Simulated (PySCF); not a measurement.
**C5H8N2OSi: density, localisation and related maps**

```xyz
17

C    -0.1124   -0.5194    1.5311
C    -0.6099   -0.0821    0.1928
C    -1.9204   -0.7056   -0.2516
C    -2.9757   -0.4084    0.6808
N    -3.8010   -0.1640    1.4328
N    -0.0498    0.7233   -0.5897
Si    1.4726    1.4754   -0.7350
C     2.5939    0.0466   -1.3695
O     2.3902   -1.1162   -1.1297
H    -0.9255   -0.5662    2.2532
H     0.6648    0.1513    1.8867
H     0.3144   -1.5178    1.4324
H    -2.1919   -0.3236   -1.2384
H    -1.7994   -1.7919   -0.3050
H     1.2984    2.4704   -1.7858
H     2.1629    2.0171    0.4416
H     3.4818    0.3233   -1.9777
```

Geometry: GFN2-xTB.

All numbers below come from PBE0/pcSseg-1, SCF density, gas phase, non-relativistic in PySCF.

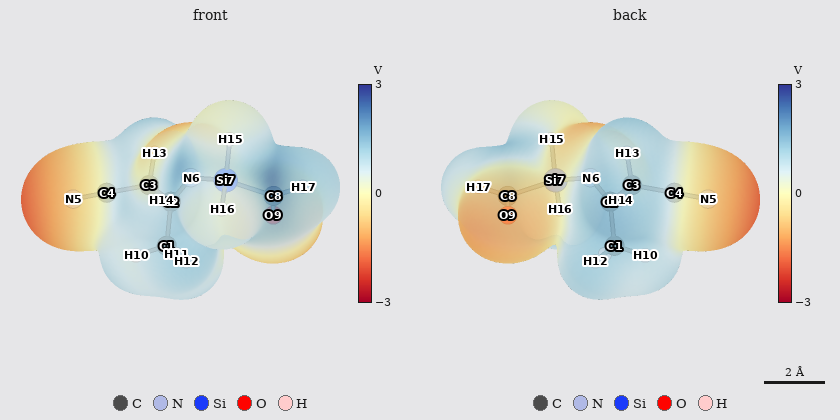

Figure 1. The electrostatic potential painted on the density surface at 0.002 e/bohr³, seen from the front and from behind; the colour scale runs from red (negative) to blue (positive).

Describe the electrostatic potential map.

Answer. The most negative region (about −1.8 V) lies over N5, the most positive (about +2.0 V) over Si7. N5 is the likeliest acceptor of a hydrogen bond.

How polar is the molecule by this calculation?

Answer. Its dipole moment is 3.19 D.

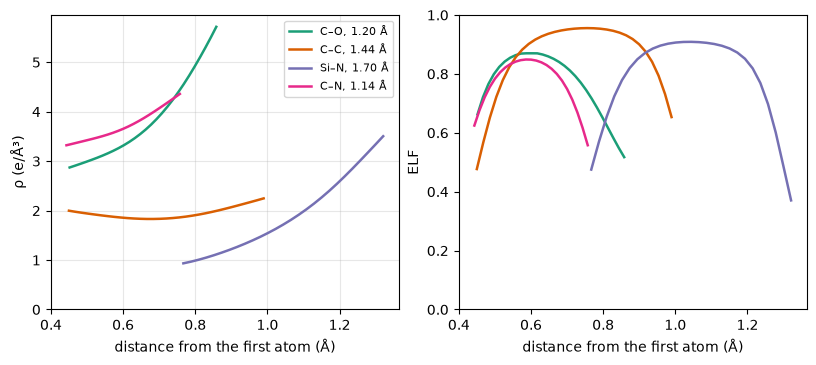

Figure 2. Electron density and ELF along straight lines between neighbouring atoms. The curves leave out the atomic cores.

What can be read from the curves?

Answer. C–O (1.20 Å): the density is about 3.3 e/Å³ at the midpoint; the ELF peaks at about 0.85 between the atoms; a multiple bond.
C–C (1.44 Å): ρ at the midpoint is about 1.8 e/Å³; the ELF peaks at about 0.95 between the atoms; localised, covalent bonding.
Si–N (1.70 Å): ρ is about 1.1 e/Å³ halfway; the ELF peaks at about 0.90 between the atoms; a shared but strongly polarised pair.
C–N (1.14 Å): ρ is about 3.6 e/Å³ halfway; the ELF peaks at about 0.85 between the atoms: a short, multiple covalent bond.
